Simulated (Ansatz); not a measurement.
# CH₄OSi: geometry relaxation (part 1 of 4)

System: CH₄OSi (disordered cell, 35 atoms in the cell).
Method: DFT LDA, scalar-relativistic, plane waves, PAW, no spin polarisation (Ansatz 0.2.0).

It belongs to a series of runs on one base structure; here: start relaxed. Figures and captions count atoms from 1; the log counts them from 0 in places.

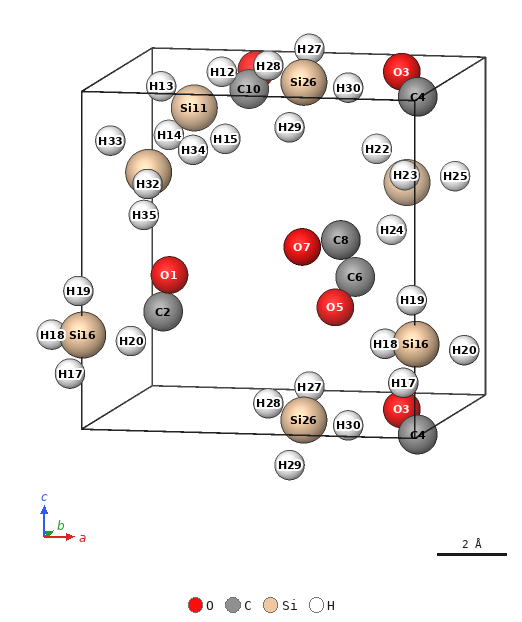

Figure 1. The structure as given in the input (spheres-only view of the cell of the calculation, seen slightly off an axis; atoms are numbered from 1 in the order of the input).

The input
```yaml
crystal:
  lattice:
    - [9.915962, 0.0, 0.0]
    - [0.0, 9.915962, 0.0]
    - [0.0, 0.0, 9.915962]
  atoms:
    - { symbol: O, position: [0.1866181, 0.3643296, 0.4149194] }
    - { symbol: C, position: [0.1631989, 0.3851263, 0.3032185] }
    - { symbol: O, position: [0.8750591, 0.405522, 1.0301266] }
    - { symbol: C, position: [0.9383669, 0.3314636, 0.967154] }
    - { symbol: O, position: [0.6454444, 0.5474383, 0.3078631] }
    - { symbol: C, position: [0.6905721, 0.6153162, 0.3904109] }
    - { symbol: O, position: [0.6343602, 0.131081, 0.5400188] }
    - { symbol: C, position: [0.7475902, 0.1434838, 0.5620009] }
    - { symbol: O, position: [0.3175591, 0.9779583, 0.9477773] }
    - { symbol: C, position: [0.3184922, 0.8706343, 0.9037461] }
    - { symbol: Si, position: [0.218193, 0.5669952, 0.8841215] }
    - { symbol: H, position: [0.2803176, 0.6629259, 0.980564] }
    - { symbol: H, position: [0.1407445, 0.4636476, 0.9595159] }
    - { symbol: H, position: [0.1262492, 0.6410841, 0.7923584] }
    - { symbol: H, position: [0.3254606, 0.5003232, 0.8040478] }
    - { symbol: Si, position: [0.9970058, 0.0309704, 0.2747001] }
    - { symbol: H, position: [0.9819104, -0.0788204, 0.1742939] }
    - { symbol: H, position: [0.8835951, 0.127411, 0.2605389] }
    - { symbol: H, position: [0.9961782, -0.0270608, 0.4125225] }
    - { symbol: H, position: [1.1263395, 0.1023518, 0.2514452] }
    - { symbol: Si, position: [0.8030855, 0.818865, 0.6468868] }
    - { symbol: H, position: [0.699487, 0.879942, 0.7357702] }
    - { symbol: H, position: [0.8261468, 0.6768059, 0.6875156] }
    - { symbol: H, position: [0.7558608, 0.8231102, 0.505059] }
    - { symbol: H, position: [0.9308473, 0.8956018, 0.6592023] }
    - { symbol: Si, position: [0.6195359, 0.2241971, 0.0150297] }
    - { symbol: H, position: [0.6099697, 0.3482031, 0.0980617] }
    - { symbol: H, position: [0.5357042, 0.1165849, 0.0763093] }
    - { symbol: H, position: [0.5704828, 0.2529156, -0.12329] }
    - { symbol: H, position: [0.7619868, 0.1790847, 0.0090379] }
    - { symbol: Si, position: [0.1717474, 0.1395062, 0.7471563] }
    - { symbol: H, position: [0.1993265, -0.0067206, 0.7323091] }
    - { symbol: H, position: [0.0525424, 0.1590512, 0.8353122] }
    - { symbol: H, position: [0.2905318, 0.2066773, 0.8083252] }
    - { symbol: H, position: [0.144589, 0.1990168, 0.6126788] }
basis:
  ecutwfc: 420.0
kpoints:
  mp_grid: { grid: [1, 1, 1] }
hamiltonian:
  xc: lda
scf:
  occupations: { method: fermi_dirac, width: 0.05 }
  lower_state_search: "off"
relax:
  f_tol: 0.3
  max_steps: 15
  adjacent_minimum: "off"
output:
  write_density: true
  write_potential: true
  elf: true
  volumetric_format: npy
```

Run on 1 thread of Intel Xeon (Granite Rapids), 16 GiB of memory available, shared host.

Launch command:
```bash
ansatz run input.yaml --threads 1 --pin off --max-ram 3072MiB --backend cpu --events-out ev --progress --plain --runs-dir out
```

Log
```
Engine: ansatz 0.2.0, x86_64-unknown-linux-gnu
Pseudopotentials: kind: paw
Pseudopotential: O, paw, valence charge 6, recommended cutoff 420 eV (normal), O.paw.azcp
Pseudopotential: C, paw, valence charge 4, recommended cutoff 420 eV (normal), C.paw.azcp
Pseudopotential: Si, paw, valence charge 4, recommended cutoff 420 eV (normal), Si.paw.azcp
Pseudopotential: H, paw, valence charge 1, recommended cutoff 420 eV (normal), H.paw.azcp
Functional definition: SPW92
  exchange = slater_x
  correlation = pw_c
Crystal: 35 atoms, lattice volume = 975.000 Å³
Basis set: ecut = 420 eV, 19093 PW (Γ)
Bands: 80, of which v1, the nominal top of the filled ones, is band 45 counted from 1 (44 counted from 0)
Symmetry: 1 space group operations
Space group: P1 (ITA 1), of the structure as read, at distance tolerance 9.9e-5 Å
k-points: 1
Non-local potential: O, projectors of the file, l = 0: 2, l = 1: 2, l = 2: 1
Non-local potential: C, projectors of the file, l = 0: 2, l = 1: 2, l = 2: 1
Non-local potential: Si, projectors of the file, l = 0: 2, l = 1: 2, l = 2: 2
Non-local potential: H, projectors of the file, l = 0: 2, l = 1: 1
PAW form: soft (Blöchl's): semilocal exchange-correlation on the pseudo side does not see the compensation charge
PAW frozen core: O, regenerated for the run's functional, and the local potential with it (the file was generated under x = pbe(κ = 0.804, μ = 0.2195149727645171), c = pbe(β = 0.06672455060314922))
PAW frozen core: C, regenerated for the run's functional, and the local potential with it (the file was generated under x = pbe(κ = 0.804, μ = 0.2195149727645171), c = pbe(β = 0.06672455060314922))
PAW frozen core: Si, regenerated for the run's functional, and the local potential with it (the file was generated under x = pbe(κ = 0.804, μ = 0.2195149727645171), c = pbe(β = 0.06672455060314922))
PAW one-centre angular grid: O, 110 points (default); XC on 64 Gauss nodes
PAW one-centre angular grid: C, 110 points (default); XC on 64 Gauss nodes
PAW one-centre angular grid: Si, 110 points (default); XC on 64 Gauss nodes
PAW one-centre angular grid: H, 110 points (default); XC on 64 Gauss nodes
Initial density: superposition of atomic densities (neutral atoms: chi_scale 0, normalization atom), corrected by the library's trained network
Initial wavefunctions: pseudopotential atomic-orbital guess
Functional: x = slater, c = lda
SCF iter   1: F=—  HF=-7330.499950 eV  |F-HF|=—  |Δ(HF+E_count)|=         —  Δρ=7.06e-3  dr2=3.95e-1  ethr=1.77e-3  ⟨swp⟩=7.0  Hψ=376  notcnv=0  defer=17
preconditioner: auto → Resta (q_TF=auto, 1.834 Å⁻¹)  ε∞=2.1  [insulator: Δε(μ)=4.799 eV  Ē_g=10.145 eV  σ=0.050 eV  W_gap=1.00  n_scr=92 (ndim 8)  ℏωp=10.6 eV  f_vac=0.440  D(μ)=0.00/eV (n_scr^D=0)  ε∞_Penn≈2.1  vacuum switching on, ρ_ref=7.5e-3 e/Å³]
SCF iter   2: F=—  HF=-7330.427420 eV  |F-HF|=—  |Δ(HF+E_count)|=   7.25e-2  Δρ=3.19e-3  dr2=9.85e-2  ethr=4.39e-4  ⟨swp⟩=2.0  Hψ=144  notcnv=0  defer=25
SCF iter   3: F=—  HF=-7330.420625 eV  |F-HF|=—  |Δ(HF+E_count)|=   6.80e-3  Δρ=2.32e-3  dr2=4.95e-2  ethr=1.09e-4  ⟨swp⟩=2.0  Hψ=110  notcnv=0  defer=25
SCF iter   4: F=—  HF=-7330.412904 eV  |F-HF|=—  |Δ(HF+E_count)|=   7.72e-3  Δρ=3.50e-4  dr2=1.20e-3  ethr=5.50e-5  ⟨swp⟩=2.0  Hψ=145  notcnv=0  defer=25
SCF iter   5: F=—  HF=-7330.413431 eV  |F-HF|=—  |Δ(HF+E_count)|=   5.27e-4  Δρ=9.52e-5  dr2=7.06e-5  ethr=1.34e-6  ⟨swp⟩=3.0  Hψ=111  notcnv=0  defer=25
SCF iter   6: F=-7330.413406 eV  HF=-7330.413454 eV  |F-HF|=4.86e-5  |Δ(HF+E_count)|=   2.33e-5  Δρ=8.20e-5  dr2=6.15e-5  ethr=7.84e-8  ⟨swp⟩=11.0  Hψ=584  notcnv=0
SCF 1 converged in 6 iterations: F = -7330.413406 eV  dr2 = 6.15e-5
  greatest PAW one-centre occupation: 0.889 electrons in one spin orbital (limit 2), on the O atom at site 0 (counted from 0), in its partial waves of l = 0
relax step   1: F+E_penalty+E_count = -7330.41340571 eV  Δ(F+E_penalty+E_count) = +0.000e0 eV  max|allowed force component| = 2.661e0 eV/Å  Δτ_max = 0.0000 Å  (6 SCF iters, dr2 threshold 1.00e-4 eV, accepted)
Initial density: handed on by an earlier stage of this run
Initial wavefunctions: those handed on with the density
iter 1 solved again at ethr=6.39e-4 eV; its pass at ethr=3.10e-3 eV (dr2=5.75e-1 eV) is discarded
SCF iter   1: F=—  HF=-7330.902768 eV  |F-HF|=—  |Δ(HF+E_count)|=         —  Δρ=1.21e-2  dr2=5.79e-1  ethr=6.39e-4  ⟨swp⟩=1.0  Hψ=316  notcnv=0  defer=25
preconditioner: auto → Resta (q_TF=auto, 1.834 Å⁻¹)  ε∞=2.1  [insulator: Δε(μ)=4.976 eV  Ē_g=10.257 eV  σ=0.050 eV  W_gap=1.00  n_scr=92 (ndim 8)  ℏωp=10.6 eV  f_vac=0.416  D(μ)=0.00/eV (n_scr^D=0)  ε∞_Penn≈2.1  vacuum switching on, ρ_ref=7.6e-3 e/Å³]
SCF iter   2: F=—  HF=-7330.757895 eV  |F-HF|=—  |Δ(HF+E_count)|=   1.45e-1  Δρ=5.20e-3  dr2=8.19e-2  ethr=6.39e-4  ⟨swp⟩=2.0  Hψ=83  notcnv=0  defer=25
SCF iter   3: F=—  HF=-7330.748409 eV  |F-HF|=—  |Δ(HF+E_count)|=   9.49e-3  Δρ=1.08e-3  dr2=5.94e-3  ethr=9.11e-5  ⟨swp⟩=2.0  Hψ=110  notcnv=0  defer=25
SCF iter   4: F=—  HF=-7330.748688 eV  |F-HF|=—  |Δ(HF+E_count)|=   2.80e-4  Δρ=8.82e-4  dr2=6.60e-3  ethr=6.60e-6  ⟨swp⟩=2.0  Hψ=147  notcnv=0  defer=25
SCF iter   5: F=—  HF=-7330.747364 eV  |F-HF|=—  |Δ(HF+E_count)|=   1.32e-3  Δρ=1.26e-4  dr2=1.67e-4  ethr=6.60e-6  ⟨swp⟩=2.0  Hψ=100  notcnv=0  defer=25
SCF iter   6: F=-7330.747330 eV  HF=-7330.747330 eV  |F-HF|=6.44e-7  |Δ(HF+E_count)|=   3.40e-5  Δρ=2.46e-5  dr2=3.84e-6  ethr=1.11e-7  ⟨swp⟩=10.0  Hψ=515  notcnv=0
SCF 2 converged in 6 iterations: F = -7330.747330 eV  dr2 = 3.84e-6
  greatest PAW one-centre occupation: 0.892 electrons in one spin orbital (limit 2), on the O atom at site 0 (counted from 0), in its partial waves of l = 0
relax step   2: F+E_penalty+E_count = -7330.74733041 eV  Δ(F+E_penalty+E_count) = -3.339e-1 eV  max|allowed force component| = 3.845e0 eV/Å  Δτ_max = 0.1950 Å  (6 SCF iters, dr2 threshold 1.00e-4 eV, accepted)
iter 1 solved again at ethr=1.14e-3 eV; its pass at ethr=3.10e-3 eV (dr2=1.03e0 eV) is discarded
SCF iter   1: F=—  HF=-7331.203120 eV  |F-HF|=—  |Δ(HF+E_count)|=         —  Δρ=1.61e-2  dr2=1.06e0  ethr=1.14e-3  ⟨swp⟩=1.0  Hψ=311  notcnv=0  defer=25
preconditioner: auto → Resta (q_TF=auto, 1.834 Å⁻¹)  ε∞=2.1  [insulator: Δε(μ)=5.129 eV  Ē_g=10.261 eV  σ=0.050 eV  W_gap=1.00  n_scr=92 (ndim 8)  ℏωp=10.6 eV  f_vac=0.416  D(μ)=0.00/eV (n_scr^D=0)  ε∞_Penn≈2.1  vacuum switching on, ρ_ref=7.6e-3 e/Å³]
SCF iter   2: F=—  HF=-7330.951837 eV  |F-HF|=—  |Δ(HF+E_count)|=   2.51e-1  Δρ=7.41e-3  dr2=1.86e-1  ethr=1.14e-3  ⟨swp⟩=2.0  Hψ=77  notcnv=0  defer=25
SCF iter   3: F=—  HF=-7330.926772 eV  |F-HF|=—  |Δ(HF+E_count)|=   2.51e-2  Δρ=2.40e-3  dr2=4.70e-2  ethr=2.07e-4  ⟨swp⟩=2.0  Hψ=144  notcnv=0  defer=25
SCF iter   4: F=—  HF=-7330.918766 eV  |F-HF|=—  |Δ(HF+E_count)|=   8.01e-3  Δρ=8.93e-4  dr2=6.23e-3  ethr=5.22e-5  ⟨swp⟩=2.0  Hψ=106  notcnv=0  defer=25
[...]
  greatest PAW one-centre occupation: 0.892 electrons in one spin orbital (limit 2), on the O atom at site 4 (counted from 0), in its partial waves of l = 0
relax step   3: F+E_penalty+E_count = -7330.91773362 eV  Δ(F+E_penalty+E_count) = -1.704e-1 eV  max|allowed force component| = 2.890e0 eV/Å  Δτ_max = 0.2000 Å  (6 SCF iters, dr2 threshold 1.00e-4 eV, accepted)
preconditioner: auto → Resta (q_TF=auto, 1.834 Å⁻¹)  ε∞=2.1  [insulator: Δε(μ)=5.097 eV  Ē_g=10.180 eV  σ=0.050 eV  W_gap=1.00  n_scr=92 (ndim 8)  ℏωp=10.6 eV  f_vac=0.416  D(μ)=0.00/eV (n_scr^D=0)  ε∞_Penn≈2.1  vacuum switching on, ρ_ref=7.5e-3 e/Å³]
  greatest PAW one-centre occupation: 0.891 electrons in one spin orbital (limit 2), on the O atom at site 4 (counted from 0), in its partial waves of l = 0
relax step   4: F+E_penalty+E_count = -7330.85433065 eV  Δ(F+E_penalty+E_count) = +6.340e-2 eV  max|allowed force component| = 4.360e0 eV/Å  Δτ_max = 0.1950 Å  (7 SCF iters, dr2 threshold 1.00e-4 eV, rejected (line search))
preconditioner: auto → Resta (q_TF=auto, 1.834 Å⁻¹)  ε∞=2.1  [insulator: Δε(μ)=5.206 eV  Ē_g=10.262 eV  σ=0.050 eV  W_gap=1.00  n_scr=92 (ndim 8)  ℏωp=10.6 eV  f_vac=0.417  D(μ)=0.00/eV (n_scr^D=0)  ε∞_Penn≈2.1  vacuum switching on, ρ_ref=7.6e-3 e/Å³]
relax step   5: F+E_penalty+E_count = -7330.98759903 eV  Δ(F+E_penalty+E_count) = -6.987e-2 eV  max|allowed force component| = 2.290e0 eV/Å  Δτ_max = 0.0975 Å  (10 SCF iters, accepted)
preconditioner: auto → Resta (q_TF=auto, 1.834 Å⁻¹)  ε∞=2.1  [insulator: Δε(μ)=5.327 eV  Ē_g=10.269 eV  σ=0.050 eV  W_gap=1.00  n_scr=92 (ndim 8)  ℏωp=10.6 eV  f_vac=0.417  D(μ)=0.00/eV (n_scr^D=0)  ε∞_Penn≈2.1  vacuum switching on, ρ_ref=7.6e-3 e/Å³]
relax step   6: F+E_penalty+E_count = -7331.06060068 eV  Δ(F+E_penalty+E_count) = -7.300e-2 eV  max|allowed force component| = 1.178e0 eV/Å  Δτ_max = 0.0993 Å  (6 SCF iters, dr2 threshold 1.00e-4 eV, accepted)
preconditioner: auto → Resta (q_TF=auto, 1.834 Å⁻¹)  ε∞=2.1  [insulator: Δε(μ)=5.372 eV  Ē_g=10.274 eV  σ=0.050 eV  W_gap=1.00  n_scr=92 (ndim 8)  ℏωp=10.6 eV  f_vac=0.417  D(μ)=0.00/eV (n_scr^D=0)  ε∞_Penn≈2.1  vacuum switching on, ρ_ref=7.7e-3 e/Å³]
relax step   7: F+E_penalty+E_count = -7331.11811888 eV  Δ(F+E_penalty+E_count) = -5.752e-2 eV  max|allowed force component| = 6.398e-1 eV/Å  Δτ_max = 0.1500 Å  (6 SCF iters, dr2 threshold 1.00e-4 eV, accepted)
preconditioner: auto → Resta (q_TF=auto, 1.834 Å⁻¹)  ε∞=2.1  [insulator: Δε(μ)=5.439 eV  Ē_g=10.289 eV  σ=0.050 eV  W_gap=1.00  n_scr=92 (ndim 8)  ℏωp=10.6 eV  f_vac=0.418  D(μ)=0.00/eV (n_scr^D=0)  ε∞_Penn≈2.1  vacuum switching on, ρ_ref=7.7e-3 e/Å³]
  greatest PAW one-centre occupation: 0.892 electrons in one spin orbital (limit 2), on the O atom at site 6 (counted from 0), in its partial waves of l = 0
relax step   8: F+E_penalty+E_count = -7331.16847248 eV  Δ(F+E_penalty+E_count) = -5.035e-2 eV  max|allowed force component| = 4.075e-1 eV/Å  Δτ_max = 0.1944 Å  (7 SCF iters, dr2 threshold 1.00e-4 eV, accepted)
preconditioner: auto → Resta (q_TF=auto, 1.834 Å⁻¹)  ε∞=2.1  [insulator: Δε(μ)=5.440 eV  Ē_g=10.289 eV  σ=0.050 eV  W_gap=1.00  n_scr=92 (ndim 8)  ℏωp=10.6 eV  f_vac=0.419  D(μ)=0.00/eV (n_scr^D=0)  ε∞_Penn≈2.1  vacuum switching on, ρ_ref=7.7e-3 e/Å³]
relax step   9: F+E_penalty+E_count = -7331.19844891 eV  Δ(F+E_penalty+E_count) = -2.998e-2 eV  max|allowed force component| = 4.978e-1 eV/Å  Δτ_max = 0.1947 Å  (9 SCF iters, accepted)
preconditioner: auto → Resta (q_TF=auto, 1.834 Å⁻¹)  ε∞=2.1  [insulator: Δε(μ)=5.369 eV  Ē_g=10.273 eV  σ=0.050 eV  W_gap=1.00  n_scr=92 (ndim 8)  ℏωp=10.6 eV  f_vac=0.419  D(μ)=0.00/eV (n_scr^D=0)  ε∞_Penn≈2.1  vacuum switching on, ρ_ref=7.7e-3 e/Å³]
  greatest PAW one-centre occupation: 0.893 electrons in one spin orbital (limit 2), on the O atom at site 0 (counted from 0), in its partial waves of l = 0
relax step  10: F+E_penalty+E_count = -7331.20717295 eV  Δ(F+E_penalty+E_count) = -8.724e-3 eV  max|allowed force component| = 1.219e0 eV/Å  Δτ_max = 0.1985 Å  (6 SCF iters, dr2 threshold 1.00e-4 eV, accepted)
preconditioner: auto → Resta (q_TF=auto, 1.834 Å⁻¹)  ε∞=2.1  [insulator: Δε(μ)=5.185 eV  Ē_g=10.226 eV  σ=0.050 eV  W_gap=1.00  n_scr=92 (ndim 8)  ℏωp=10.6 eV  f_vac=0.418  D(μ)=0.00/eV (n_scr^D=0)  ε∞_Penn≈2.1  vacuum switching on, ρ_ref=7.6e-3 e/Å³]
relax step  11: F+E_penalty+E_count = -7331.01428980 eV  Δ(F+E_penalty+E_count) = +1.929e-1 eV  max|allowed force component| = 4.835e0 eV/Å  Δτ_max = 0.1955 Å  (7 SCF iters, dr2 threshold 1.00e-4 eV, rejected (line search))
preconditioner: auto → Resta (q_TF=auto, 1.834 Å⁻¹)  ε∞=2.1  [insulator: Δε(μ)=5.317 eV  Ē_g=10.287 eV  σ=0.050 eV  W_gap=1.00  n_scr=92 (ndim 8)  ℏωp=10.6 eV  f_vac=0.419  D(μ)=0.00/eV (n_scr^D=0)  ε∞_Penn≈2.1  vacuum switching on, ρ_ref=7.7e-3 e/Å³]
relax step  12: F+E_penalty+E_count = -7331.23175311 eV  Δ(F+E_penalty+E_count) = -2.458e-2 eV  max|allowed force component| = 7.134e-1 eV/Å  Δτ_max = 0.0978 Å  (9 SCF iters, accepted)
preconditioner: auto → Resta (q_TF=auto, 1.834 Å⁻¹)  ε∞=2.1  [insulator: Δε(μ)=5.278 eV  Ē_g=10.279 eV  σ=0.050 eV  W_gap=1.00  n_scr=92 (ndim 8)  ℏωp=10.6 eV  f_vac=0.419  D(μ)=0.00/eV (n_scr^D=0)  ε∞_Penn≈2.1  vacuum switching on, ρ_ref=7.7e-3 e/Å³]
relax step  13: F+E_penalty+E_count = -7331.23602144 eV  Δ(F+E_penalty+E_count) = -4.268e-3 eV  max|allowed force component| = 8.787e-1 eV/Å  Δτ_max = 0.0976 Å  (6 SCF iters, dr2 threshold 1.00e-4 eV, accepted)
preconditioner: auto → Resta (q_TF=auto, 1.834 Å⁻¹)  ε∞=2.1  [insulator: Δε(μ)=5.293 eV  Ē_g=10.313 eV  σ=0.050 eV  W_gap=1.00  n_scr=92 (ndim 8)  ℏωp=10.6 eV  f_vac=0.420  D(μ)=0.00/eV (n_scr^D=0)  ε∞_Penn≈2.1  vacuum switching on, ρ_ref=7.7e-3 e/Å³]
relax step  14: F+E_penalty+E_count = -7331.27147671 eV  Δ(F+E_penalty+E_count) = -3.546e-2 eV  max|allowed force component| = 2.415e-1 eV/Å  Δτ_max = 0.1500 Å  (6 SCF iters, dr2 threshold 1.00e-4 eV, accepted)
preconditioner: auto → Resta (q_TF=auto, 1.834 Å⁻¹)  ε∞=2.1  [insulator: Δε(μ)=5.287 eV  Ē_g=10.307 eV  σ=0.050 eV  W_gap=1.00  n_scr=92 (ndim 8)  ℏωp=10.6 eV  f_vac=0.420  D(μ)=0.00/eV (n_scr^D=0)  ε∞_Penn≈2.1  vacuum switching on, ρ_ref=7.7e-3 e/Å³]
relax step  15: F+E_penalty+E_count = -7331.27148291 eV  Δ(F+E_penalty+E_count) = -6.203e-6 eV  max|allowed force component| = 2.418e-1 eV/Å  Δτ_max = 0.0000 Å  (4 SCF iters, accepted)
```
